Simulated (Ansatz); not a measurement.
# Lattice dynamics of Ti2NF2 monolayer, part 2 of 2

Aim: the phonons of Ti2NF2 monolayer at a cell relaxed beforehand at this level. After the zone centre comes a 4×4×1 q mesh on a 20×20×1 k mesh.

Ansatz 0.2.0; DFT PBE, scalar-relativistic, plane waves, PAW; PAW set soft_1.

So far. Step 2 (Zone-centre response): Before it was imposed, the acoustic sum rule was missed by 4.1e-5 eV/Å². Small misses are needed for a sound result but don't prove that mesh and cutoff are converged. The lowest optical mode is real, 192 cm⁻¹.

### 3. Response at finite wavevector

Stability and thermal properties need the whole zone. Linear response on a 4×4×1 q mesh gives force constants as far as a supercell of that size would.

Contents of input.yaml:

```yaml
crystal:
  lattice:
    - [3.060259355, 0.0, 0.0]
    - [-1.5301296775, 2.6502623436, 0.0]
    - [0.0, 0.0, 33.2]
  atoms:
    - { symbol: "N", position: [0.0, 0.0, 0.3012048193] }
    - { symbol: Ti, position: [0.3333333333, 0.6666666667, 0.3333194062] }
    - { symbol: Ti, position: [0.6666666667, 0.3333333333, 0.2690902323] }
    - { symbol: F, position: [0.6666666667, 0.3333333333, 0.3709108709] }
    - { symbol: F, position: [0.3333333333, 0.6666666667, 0.2314987677] }
  periodic: [true, true, false]
kpoints:
  mp_grid: { grid: [20, 20, 1] }
hamiltonian:
  xc: pbe
  pseudopotentials: { kind: paw, azcp: { folder: soft_1 } }
scf:
  occupations: { method: methfessel_paxton, width: 0.2 }
output:
  eigenvalues: true
phonons:
  method: dfpt
  qmesh: [4, 4, 1]
  temperatures: { t_max: 1000, t_step: 50 }
  qpath:
    path:
      - [0.0, 0.0, 0.0]
      - [0.5, 0.0, 0.0]
      - [0.33333333, 0.33333333, 0.0]
      - [0.0, 0.0, 0.0]
    npoints: 10
```

Command:

```bash
$ ansatz run input.yaml --threads 4 --pin off --max-ram 16384MiB --backend cpu --events-out ev --progress --plain --runs-dir out
```

Numbers of over 12 decimals in the logs are rounded to 6 here.

Log:

```text
[...]
Crystal: 5 atoms, lattice volume = 269.268 Å³
Basis set: ecut = 420 eV, 5235 PW (Γ), exchange–correlation on 48×48×450 points (8 copies of the dense FFT grid, shifted against one another)
Bands: 27, of which v1, the nominal top of the filled ones, is band 22 counted from 1 (21 counted from 0)
Symmetry: 12 space group operations
k-points: 44 of 400 (irreducible under 6 space group operations, time reversal used)
[...]
SCF iter   1: F=—  HF=-7011.190757 eV  |F-HF|=—  |Δ(HF+E_count)|=         —  Δρ=6.71e-2  dr2=1.64e1  ethr=3.10e-3  ⟨swp⟩=11.1  Hψ=8263  notcnv=0
[...]
SCF iter  13: F=-7006.930997 eV  HF=-7006.930997 eV  |F-HF|=1.46e-11  |Δ(HF+E_count)|=  3.73e-10  S|Δr|=    0.00e0  Δρ=2.96e-8  dr2=1.75e-12  ethr=1.00e-12  ⟨swp⟩=32.7  Hψ=14856  notcnv=0
SCF 1 converged in 13 iterations: F = -7006.930997 eV  dr2 = 1.75e-12
[...]
phonons: the bands overlap, so this run is a metal and interpolates without the dipole-dipole term. If the crystal is really an insulator or semiconductor, its LO-TO splitting is missing
NSCF: frozen V_eff on 44 k-points
WARN: eigensolver did not converge (k=10): 1 band(s) unlocked after 3 eigensolves, warm-restarted (20 sweeps on the last) at ethr=1.23e-12 eV (storage-precision floor; scheduled 1.00e-12 eV) (lowest unlocked band 31, counted from 0; max residual 1.11e-5 eV among the unlocked bands, 1.11e-5 eV over every band; other slots of this pass that fall short are told together in one closing line; warning suppressed until the next SCF loop or pass starts)
[...]
DFPT response loops at q = (0, 0, 0) (fractional): preconditioner auto → none (partly filled bands, converged f_vac=0.785); β = 0.50; Broyden in place of MSR1
[...]
SCF converged after 13 iterations
[...]
Free energy (F): -7006.930997 eV
[...]
Internal energy: -7006.935175 eV  (E = F + TS)
E sigma→0 (E₀):  -7006.932041 eV
Entropy (-TS):   0.004178 eV (0.836 meV/atom)
Fermi energy:    -4.464251 eV
[...]
--- Band table (eV; the first three rows and the last of 44) ---
  k-point 0: bands = [... 18 lower, -9.3329, -9.3329, -5.1304, -5.1304, -4.3442, -3.1313, -3.1313, -3.1262, ... 6 higher]
  k-point 1: bands = [... 18 lower, -9.4075, -9.3553, -5.1745, -5.0881, -4.3466, -3.2078, -3.1335, -3.0610, ... 6 higher]
  k-point 2: bands = [... 18 lower, -9.5733, -9.4156, -5.3041, -4.9658, -4.3408, -3.2901, -3.1205, -3.0803, ... 6 higher]
  k-point 43: bands = [... 18 lower, -10.4934, -9.7899, -4.7795, -4.3798, -4.2501, -2.8143, -2.7175, -2.6577, ... 6 higher]
  ° read free of the cell's end (the report's vacuum.weakly_bound_levels)
--- Phonons (Γ-DFPT): 10 representative perturbations + reference (Σ response iterations 54) ---
  ASR residual: 5.899e-5 → 0.000e0 eV/Å²; symmetrization residual: 4.806e-6 eV/Å²
[...]
ASR residual per site (eV/Å²): 5.90e-5 1.81e-5 2.68e-5 2.57e-5 2.11e-5
[...]
--- Phonons (arbitrary-q DFPT): 4 irreducible q on the 4×4×1 mesh ---
  q = [0.0000, 0.0000, 0.0000] (star 1, of the zone-centre solve; hermiticity 4.25e-7, symmetrization 5.52e-13, taken by the last average 1.40e-7): -0.00 0.00 0.00 192.38 192.38 265.22 266.52 266.52 287.72 287.72 453.03 501.59 577.67 659.33 659.33
  q = [0.0000, 0.2500, 0.0000] (star 6, 15 solved perturbations on 210 of 400 k-point pairs; hermiticity 2.81e-7, symmetrization 1.27e-10, taken by the last average 1.73e-7): 105.17 126.45 191.95 198.77 224.54 250.69 264.19 266.60 288.56 334.31 414.62 425.37 568.81 650.72 655.80
[...]
q = [0.2500, 0.2500, 0.0000] (star 6, 10 solved perturbations in 3050 linear systems a pass and spin channel, the states on 400 of 400 k-point pairs; hermiticity 2.71e-7, symmetrization 9.47e-11, taken by the last average 1.69e-7): 178.83 187.63 214.29 225.25 240.22 247.24 252.60 260.64 287.41 318.45 375.33 386.23 570.14 631.04 657.93
  sum rule: each row above includes the acoustic sum rule's correction from the zone centre's row sums; it moved no ω² by more than (1.07 cm⁻¹)²
  mesh force constants: q→R imaginary residual 4.66e-18; ASR residual 5.899e-5 → 0.000e0 eV/Å²; symmetrization residual 1.421e-14 eV/Å²
  interpolated dispersion: 31 rows × 15 modes
  density of states and harmonic sums: on the 24×24×1 q-mesh, interpolated from the force constants of a 4×4×1 supercell (no non-analytic term)
  largest difference from the sums on the solved wave vectors: F 4.66e-2 eV, S 6.23e-5 and C_V 1.57e-5 eV/K
  zero-point energy: 0.309297 eV/cell   skipped modes (ω ≤ 0): 3   left out of the sums: 3.47e-4 of the cell's modes: C_V's classical limit lies that fraction below 3 k_B per atom; for a crystal, a wire or a layer, F and S can be off by more, and a phonons.interpolated_qmesh denser along its periods is the remedy for the sampling
```

Wall time 37 min (4 threads of Arm Neoverse V1, shared host); peak memory 6.1 GiB; 2.4 h of CPU time.

This step gave:

```yaml
sum_rule_residual_before_enforcement: 5.90e-5 eV/Å²
lowest_frequency_on_the_path: 0 cm⁻¹
highest_frequency_on_the_path_or_at_a_solved_wavevector: 661.4 cm⁻¹
mean_frequency: 332.7 cm⁻¹
highest_optical_mode_at_the_zone_centre_no_lo_to_term: 659.3 cm⁻¹
lowest_optical_zone_centre_mode: 192.4 cm⁻¹
lowest_mode_on_the_q_mesh_acoustic_modes_at_gamma_apart: 105.2 cm⁻¹
zero_point_energy_per_atom: 61.86 meV
heat_capacity_at_300_k: 19.89 J/(mol atoms K)
vibrational_entropy_at_300_k: 19.21 J/(mol atoms K)
edges_of_the_widest_gap_between_branches_on_path_and_mesh: 501.6, 567.8 cm⁻¹
```

Frequencies (cm⁻¹) solved at each irreducible wavevector; negative means imaginary. Frequencies by wavevector, by row:

| q in reciprocal lattice units | star | mode 1 | mode 2 | mode 3 | mode 4 | mode 13 | mode 14 | mode 15 |
| --- | --- | --- | --- | --- | --- | --- | --- | --- |
| 0 0 0 | 1 | 0 | 0 | 0 | 192.4 | 577.7 | 659.3 | 659.3 |
| 0 0.25 0 | 6 | 105.2 | 126.5 | 191.9 | 198.8 | 568.8 | 650.7 | 655.8 |
| 0 -0.5 0 | 3 | 177.8 | 199.2 | 199.8 | 242.3 | 567.8 | 634.6 | 653.4 |
| 0.25 0.25 0 | 6 | 178.8 | 187.6 | 214.3 | 225.2 | 570.1 | 631 | 657.9 |

Interpolated from a 4×4×1 q mesh. Phonon branches along the path, in cm⁻¹:

| point | branch 1 | branch 2 | branch 3 | branch 4 | branch 12 | branch 13 | branch 14 | branch 15 |
| --- | --- | --- | --- | --- | --- | --- | --- | --- |
| Γ | 0 | 0 | 0 | 192 | 502 | 578 | 659 | 659 |
| M | 178 | 199 | 200 | 242 | 405 | 568 | 635 | 653 |
| K | 200 | 200 | 216 | 240 | 370 | 572 | 640 | 640 |
| Γ | 0 | 0 | 0 | 192 | 502 | 578 | 659 | 659 |

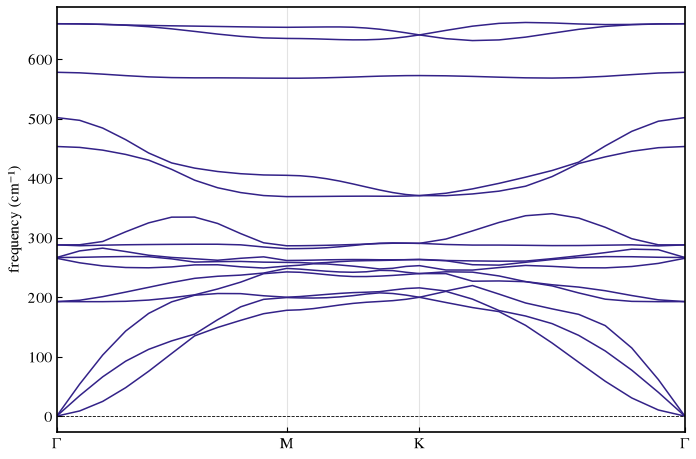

Phonon branches along the path.

The phonon density of states has structure finer than the step of the table below, so its rows give means over 25 cm⁻¹, whole bins alone (the curve runs from 5 to 665 cm⁻¹). Peaks (cm⁻¹: height): 205.0: 0.0642, 255.0: 0.128, 285.0: 0.112, 375.0: 0.0454, 565.0: 0.0699, 635.0: 0.0574, 655.0: 0.109.

Tetrahedra on a 24×24×1 mesh, mean over bins of 10 cm-1. Interpolated from a 4×4×1 q mesh. Phonon density of states against wavenumber; means over each step:

| wavenumber (cm⁻¹) | phonon density of states (1/cm⁻¹/cell) |
| --- | --- |
| 25 | 0.00232 |
| 50 | 0.00337 |
| 75 | 0.00458 |
| 100 | 0.00646 |
| 125 | 0.0102 |
| 150 | 0.0168 |
| 175 | 0.0308 |
| 200 | 0.0558 |
| 225 | 0.0529 |
| 250 | 0.0918 |
| 275 | 0.0718 |
| 300 | 0.0311 |
| 325 | 0.0173 |
| 350 | 0.00544 |
| 375 | 0.0276 |
| 400 | 0.0263 |
| 425 | 0.0144 |
| 450 | 0.00678 |
| 475 | 0.00241 |
| 500 | 0.00110 |
| 525 | 7.5e-6 |
| 550 | 0.0105 |
| 575 | 0.0295 |
| 600 | 0 |
| 625 | 0.0157 |
| 650 | 0.0569 |

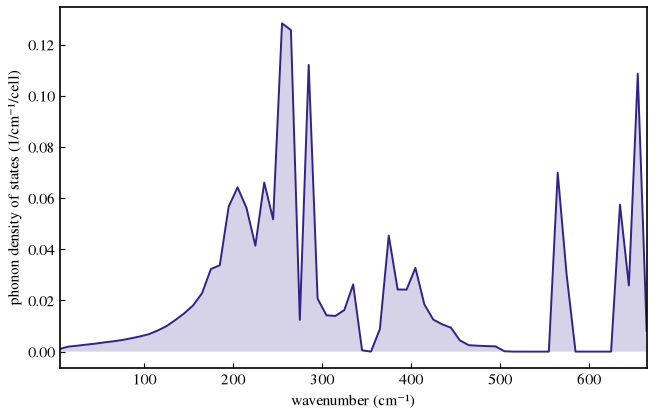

Phonon density of states, plotted against wavenumber.

The partial phonon density of states has structure finer than the step of the table below, so its rows give means over 50 cm⁻¹, whole bins alone (the curve runs from -10 to 691 cm⁻¹). Peaks (cm⁻¹: height): F 259.0: 0.0944, 285.5: 0.0538, 373.7: 0.0301; N 567.7: 0.0620, 633.9: 0.0394, 655.9: 0.0737; Ti 206.1: 0.0400, 237.0: 0.0374, 259.0: 0.0351, 289.9: 0.0331, 334.0: 0.0168, 404.5: 0.0112, 655.9: 0.0116.

Phonopy on the run's constants, 21x21x1 mesh, Gaussian sigma 5.0 cm-1. Interpolated from a 4×4×1 q mesh. Table of partial phonon density of states by wavenumber; means over each step; values in 1/cm⁻¹/cell:

| wavenumber (cm⁻¹) | F | N | Ti |
| --- | --- | --- | --- |
| 50 | 9.2e-4 | 3.1e-4 | 0.00204 |
| 100 | 0.00200 | 6.4e-4 | 0.00414 |
| 150 | 0.00474 | 0.00175 | 0.0112 |
| 200 | 0.0160 | 0.00262 | 0.0311 |
| 250 | 0.0483 | 0.00113 | 0.0296 |
| 300 | 0.0187 | 4.9e-4 | 0.0162 |
| 350 | 0.00718 | 1.5e-4 | 0.00671 |
| 400 | 0.0168 | 3.0e-4 | 0.00786 |
| 450 | 0.00432 | 1.5e-4 | 0.00243 |
| 500 | 5.6e-4 | 4.6e-7 | 5.7e-4 |
| 550 | 5.1e-5 | 0.0141 | 0.00210 |
| 600 | 1.5e-5 | 0.00372 | 5.5e-4 |
| 650 | 4.9e-5 | 0.0344 | 0.00486 |

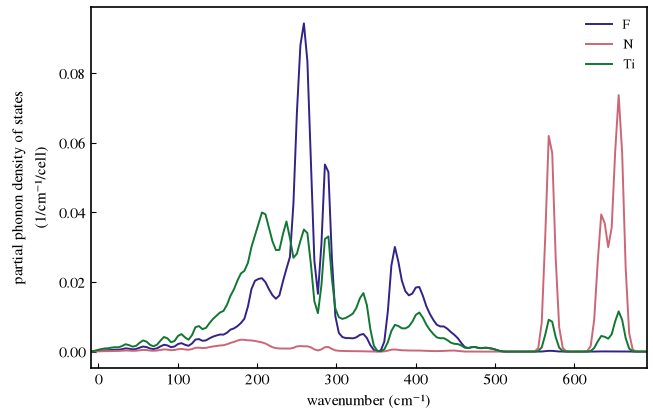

Partial phonon density of states against wavenumber.

Harmonic thermodynamic functions per atom, from the density of states. Interpolated from a 4×4×1 q mesh. Thermodynamic functions, by row:

| T (K) | F_vib (meV/atom) | S (J/mol-atom/K) | C_V (J/mol-atom/K) |
| --- | --- | --- | --- |
| 0 | 61.86 | 0 | 0 |
| 100 | 60.72 | 3.621 | 7.68 |
| 200 | 52.7 | 11.88 | 16.05 |
| 300 | 36.46 | 19.21 | 19.89 |
| 400 | 13.33 | 25.22 | 21.78 |
| 500 | -15.47 | 30.2 | 22.8 |
| 600 | -49.02 | 34.42 | 23.41 |
| 700 | -86.62 | 38.06 | 23.79 |
| 800 | -127.8 | 41.25 | 24.05 |
| 900 | -172 | 44.1 | 24.23 |
| 1000 | -219.1 | 46.66 | 24.36 |

Symmetry leaves 4 wavevectors to solve. The lowest mode among them, the acoustic zeros apart, lies at q = (0, 0.25, 0) and is real, 105 cm⁻¹.

### 4. Another isotope, element N, natural mass 14.007 amu

An isotope changes the mass and not the force constants, so no new electronic calculation is needed; the shifts show which modes move this element.

The same force constants with the mass of N changed from 14.007 to 15.000 u (phonopy, no LO-TO term). Both lists are sorted by frequency; levels can cross, so a row need not hold one and the same mode. Modes under 3 cm⁻¹ are left out. Isotope shifts, by row, the first 40 of 57 rows:

| q | rank | natural mass (cm⁻¹) | changed mass (cm⁻¹) |
| --- | --- | --- | --- |
| 0 0 0 | 4 | 192.4 | 192.4 |
| 0 0 0 | 5 | 192.4 | 192.4 |
| 0 0 0 | 6 | 265.2 | 265.2 |
| 0 0 0 | 7 | 266.5 | 266.2 |
| 0 0 0 | 8 | 266.5 | 266.2 |
| 0 0 0 | 9 | 287.7 | 287.7 |
| 0 0 0 | 10 | 287.7 | 287.7 |
| 0 0 0 | 11 | 453 | 451.5 |
| 0 0 0 | 12 | 501.6 | 501.6 |
| 0 0 0 | 13 | 577.7 | 561.9 |
| 0 0 0 | 14 | 659.3 | 640 |
| 0 0 0 | 15 | 659.3 | 640 |
| 0 0.25 0 | 1 | 105.2 | 104.8 |
| 0 0.25 0 | 2 | 126.5 | 126 |
| 0 0.25 0 | 3 | 191.9 | 191.4 |
| 0 0.25 0 | 4 | 198.8 | 198.8 |
| 0 0.25 0 | 5 | 224.5 | 224.5 |
| 0 0.25 0 | 6 | 250.7 | 250.6 |
| 0 0.25 0 | 7 | 264.2 | 264 |
| 0 0.25 0 | 8 | 266.6 | 266.5 |
| 0 0.25 0 | 9 | 288.6 | 288.3 |
| 0 0.25 0 | 10 | 334.3 | 334.2 |
| 0 0.25 0 | 11 | 414.6 | 414.3 |
| 0 0.25 0 | 12 | 425.4 | 425.3 |
| 0 0.25 0 | 13 | 568.8 | 552.2 |
| 0 0.25 0 | 14 | 650.7 | 631.4 |
| 0 0.25 0 | 15 | 655.8 | 636.8 |
| 0 -0.5 0 | 1 | 177.8 | 177.1 |
| 0 -0.5 0 | 2 | 199.2 | 199.1 |
| 0 -0.5 0 | 3 | 199.8 | 199.2 |
| 0 -0.5 0 | 4 | 242.3 | 242.3 |
| 0 -0.5 0 | 5 | 248.2 | 248.1 |
| 0 -0.5 0 | 6 | 252.2 | 252.2 |
| 0 -0.5 0 | 7 | 258.3 | 258.3 |
| 0 -0.5 0 | 8 | 261.5 | 260.8 |
| 0 -0.5 0 | 9 | 281.4 | 281.4 |
| 0 -0.5 0 | 10 | 286.2 | 286.1 |
| 0 -0.5 0 | 11 | 368.8 | 368.3 |
| 0 -0.5 0 | 12 | 404.6 | 404.6 |
| 0 -0.5 0 | 13 | 567.8 | 551.2 |

A mode of this element alone would shift by -3.37 %. The highest zone-centre frequency without the field goes from 659.3 to 640.0 cm⁻¹ (-2.9 %). The product of the frequency ratios over all optical modes at Γ is 0.911; the product rule, (m/m′)^(3k/2) (M′/M)^(3/2) with k = 1 such atoms and M the mass of the cell, gives 0.911.

### 5. Isotope substitution, element Ti, natural mass 47.867 amu

The same for Ti, from 47.87 to 49.94 u.

The same force constants with the mass of Ti changed from 47.867 to 49.945 u (phonopy, no LO-TO term). Both lists are sorted by frequency; levels can cross, so a row need not hold one and the same mode. Modes under 3 cm⁻¹ are left out. Isotope shifts, by row, the first 40 of 57 rows:

| q | rank | natural mass (cm⁻¹) | changed mass (cm⁻¹) |
| --- | --- | --- | --- |
| 0 0 0 | 4 | 192.4 | 190.8 |
| 0 0 0 | 5 | 192.4 | 190.8 |
| 0 0 0 | 6 | 265.2 | 262.4 |
| 0 0 0 | 7 | 266.5 | 265.3 |
| 0 0 0 | 8 | 266.5 | 265.3 |
| 0 0 0 | 9 | 287.7 | 284 |
| 0 0 0 | 10 | 287.7 | 284 |
| 0 0 0 | 11 | 453 | 451.3 |
| 0 0 0 | 12 | 501.6 | 496.3 |
| 0 0 0 | 13 | 577.7 | 575.6 |
| 0 0 0 | 14 | 659.3 | 657.6 |
| 0 0 0 | 15 | 659.3 | 657.6 |
| 0 0.25 0 | 1 | 105.2 | 103.8 |
| 0 0.25 0 | 2 | 126.5 | 124.8 |
| 0 0.25 0 | 3 | 191.9 | 189.5 |
| 0 0.25 0 | 4 | 198.8 | 196.3 |
| 0 0.25 0 | 5 | 224.5 | 221.8 |
| 0 0.25 0 | 6 | 250.7 | 249.7 |
| 0 0.25 0 | 7 | 264.2 | 262.2 |
| 0 0.25 0 | 8 | 266.6 | 264.9 |
| 0 0.25 0 | 9 | 288.6 | 286.4 |
| 0 0.25 0 | 10 | 334.3 | 329.3 |
| 0 0.25 0 | 11 | 414.6 | 411.8 |
| 0 0.25 0 | 12 | 425.4 | 421.9 |
| 0 0.25 0 | 13 | 568.8 | 567.4 |
| 0 0.25 0 | 14 | 650.7 | 649.2 |
| 0 0.25 0 | 15 | 655.8 | 653.9 |
| 0 -0.5 0 | 1 | 177.8 | 174.9 |
| 0 -0.5 0 | 2 | 199.2 | 196.6 |
| 0 -0.5 0 | 3 | 199.8 | 197.2 |
| 0 -0.5 0 | 4 | 242.3 | 238.7 |
| 0 -0.5 0 | 5 | 248.2 | 247.8 |
| 0 -0.5 0 | 6 | 252.2 | 248.9 |
| 0 -0.5 0 | 7 | 258.3 | 256.3 |
| 0 -0.5 0 | 8 | 261.5 | 257.2 |
| 0 -0.5 0 | 9 | 281.4 | 279.9 |
| 0 -0.5 0 | 10 | 286.2 | 285 |
| 0 -0.5 0 | 11 | 368.8 | 367.6 |
| 0 -0.5 0 | 12 | 404.6 | 400.9 |
| 0 -0.5 0 | 13 | 567.8 | 566.3 |

A mode of this element alone would shift by -2.10 %. The highest zone-centre frequency without the field goes from 659.3 to 657.6 cm⁻¹ (-0.3 %). The product of the frequency ratios over all optical modes at Γ is 0.918; the product rule, (m/m′)^(3k/2) (M′/M)^(3/2) with k = 2 such atoms and M the mass of the cell, gives 0.918.

### 6. Results

| Quantity | Value |
| --- | --- |
| space group (within 0.01 Å) | P-3m1 |
| area per atom | 1.62 Å² |
| electronic character | no gap on this mesh |
| highest optical mode at the zone centre (no LO-TO term) | 659 cm⁻¹ |
| lowest optical zone-centre mode | 192 cm⁻¹ |
| lowest mode on the q mesh (acoustic modes at Γ apart) | 105 cm⁻¹ |
| highest frequency on the path or at a solved wavevector | 661 cm⁻¹ |
| zero-point energy per atom | 61.9 meV |
| heat capacity at 300 K | 19.9 J/(mol atoms K) |
| vibrational entropy at 300 K | 19.2 J/(mol atoms K) |
| imaginary modes on the 4×4×1 q mesh | none |

**Reading.** The structure is a minimum as far as tested: no mode is imaginary at the 4 irreducible wavevectors of the 4×4×1 mesh, and the softest away from the acoustic zeros lies at 105 cm⁻¹. The optical modes at Γ span 192 to 659 cm⁻¹. The highest mode in this list at Γ, 658.5 cm⁻¹, is mostly motion of N (87 % of the kinetic energy). On the path and the mesh, the widest gap between branches runs from 502 to 568 cm⁻¹. With no gap, or one that is small against the smearing, the frequencies hang on the k mesh and the smearing, most of all near Kohn anomalies. The phonon runs are without spin polarisation, although the cell has an odd electron count. In a sheet or slab the interpolated bending branch near Γ is rough, since the rotational sum rule isn't imposed. A phonon run warned that its eigensolver left some bands unconverged in a pass. The starting cell was built on a prototype and not taken from a measurement. These are harmonic frequencies at zero temperature: anharmonic shifts, linewidths and thermal expansion are left out.

[Logs are printed without paths, hosts, clocks, repeated set-up lines and the standing remarks that a program may print on its own settings, such as how far it seeks lower states.]

[Hosts, paths, dates, database ids (printed as entryN), source tags and the programs' standing remarks are cut or masked in the printed files.]
